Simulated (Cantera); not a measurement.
Input: 1 mol MgO, 1.1 mol Br₂, 0.061 mol H₂, equilibrated at 1 atm.

These are equilibrium values from Cantera (NASA tables, ideal gas, pure condensed phases), not measurements of a reactor. Candidate condensed phases: Br₂, H₂O, Mg, MgBr₂, MgO, Mg(OH)₂; 20 gas species. Rates play no part.

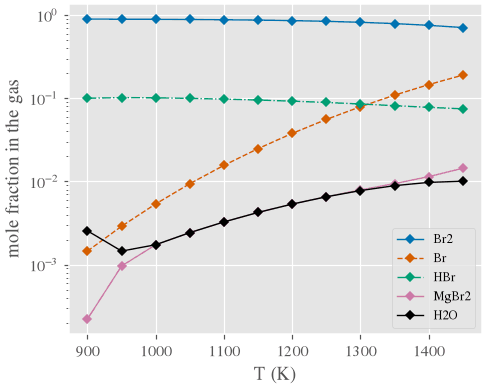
Equilibrium gas composition (values under 1e-9 drawn at 1e-9)

From 900 K to 950 K the condensed part is MgBr₂(s) + MgO(s). From 1000 K to 1450 K the condensed part is MgO(s). The main Mg-bearing gas is MgBr₂ throughout. The share of Mg in condensed phases is highest at 900 K (100.0 %) and lowest at 1450 K (98.1 %).
